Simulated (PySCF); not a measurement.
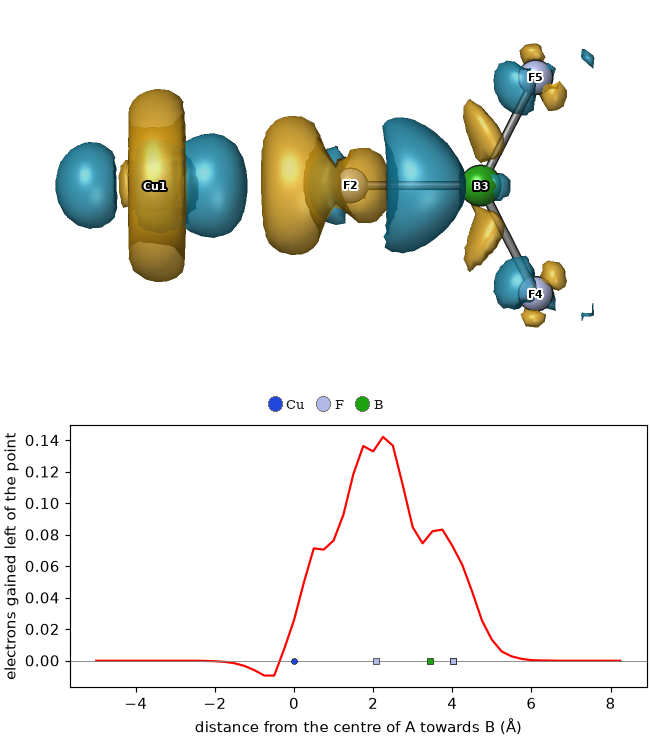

BCuF$_{3}$, charge +1, SMILES `[Cu+].FB(F)F`. Density of the complex less the densities of the two fragments at the same geometry, ±0.02 e/Å³ (yellow: gain, teal: loss). Fragment A: Cu(+1) (atom 1); fragment B: BF3. Below: the charge-displacement curve along the line of centres (A on the left).

PySCF calculation, TPSS/def2-TZVP, gas phase; geometry: GFN2-xTB. GFN2-xTB bond lengths at metals and heavier atoms can be off by up to 0.1 Å and shapes distorted, which carries into these values.

Input script:

```python
import numpy as np
from pyscf import gto, scf, dft
from pyscf.scf import atom_ks, atom_hf
from scipy.linalg import block_diag
from pyscf.dispersion import dftd3

def solve(mol, dm0=None, hcore=None):
    mf = (dft.UKS if mol.spin else dft.RKS)(mol, xc='tpss')
    mf.grids.level = 3
    mf = mf.density_fit(auxbasis='def2-universal-jkfit')
    mf.conv_tol, mf.max_cycle = 1e-8, 80
    if hcore is not None:
        mf.get_hcore = lambda *args: hcore
    mf.kernel(dm0)
    if not mf.converged:
        mf = mf.newton().run(mf.mo_coeff, mf.mo_occ, max_cycle=30)
    assert mf.converged, 'SCF not converged'
    return mf

mol = gto.M(atom='''
Cu    -1.76916     0.00016     0.00000
F      0.29315    -0.00113     0.00000
B      1.66269     0.00027     0.00000
F      2.24187     1.13955     0.00000
F      2.24189    -1.13909     0.00000
''', basis='def2-tzvp', charge=1, spin=0, verbose=4)
mol_a = gto.M(atom='''
Cu    -1.76916     0.00016     0.00000
ghost-F      0.29315    -0.00113     0.00000
ghost-B      1.66269     0.00027     0.00000
ghost-F      2.24187     1.13955     0.00000
ghost-F      2.24189    -1.13909     0.00000
''', basis='def2-tzvp', charge=1, spin=0, verbose=4)
mol_b = gto.M(atom='''
ghost-Cu    -1.76916     0.00016     0.00000
F      0.29315    -0.00113     0.00000
B      1.66269     0.00027     0.00000
F      2.24187     1.13955     0.00000
F      2.24189    -1.13909     0.00000
''', basis='def2-tzvp', charge=0, spin=0, verbose=4)
ab, a, b = solve(mol), solve(mol_a), solve(mol_b)
e_int = ab.e_tot - a.e_tot - b.e_tot
print('counterpoise-corrected interaction energy / kcal/mol', e_int * 627.5095)
def disp(atoms, charge):
    m = gto.M(atom=atoms, charge=charge, basis='sto-3g', spin=None, unit='Bohr', verbose=0)
    return dftd3.DFTD3Dispersion(m, xc='tpss', version='d3bj').get_dispersion()['energy']
e_disp = disp(mol._atom, mol.charge) - disp(mol._atom[:1], mol_a.charge) - disp(mol._atom[1:], mol_b.charge)
print('D3(BJ) part / kcal/mol', e_disp * 627.5095)
# spherically averaged free atoms, for the promolecule
atm = atom_ks.get_atm_nrks(mol, xc='tpss')
pro = block_diag(*[(atm[a[0]][2] * atm[a[0]][3]) @ atm[a[0]][2].T for a in mol._atom])
np.savez('result.npz', e_int=e_int, e_disp=e_disp, dm_a=a.make_rdm1(), dm_b=b.make_rdm1(), c=ab.mo_coeff, occ=ab.mo_occ, eps=ab.mo_energy, pro=pro, d=[f.dip_moment(verbose=0) for f in (ab, a, b)])
```

Command:

```sh
OMP_NUM_THREADS=1 python input.py
```

The run took 120 s on 1 thread of Arm Neoverse V1, on a shared host, peak memory 0.66 GiB.

Partitions, critical points and surface values were worked out afterwards from this run's density.

**Which way does charge flow?**

Hirshfeld charges show 0.091 e passing from B to A. By Hirshfeld charges, electrons gather most on Cu1 (−0.091 e) and leave B3 most (+0.041 e); 0.28 e is displaced in all.

**What is the interaction energy, and which contacts carry it?**

The counterpoise-corrected interaction energy of the frozen fragments is −17.7 kcal/mol without dispersion correction and −18.7 kcal/mol with D3(BJ). D3 uses neutral-atom coefficients and tends to overbind metal cations. The pair geometry is semi-empirical, not a minimum at this level. Contacts: Cu1···F2, 2.06 Å, ρ = 0.051 a.u. The pose is a local one from a semi-empirical search, not shown to be the most stable.
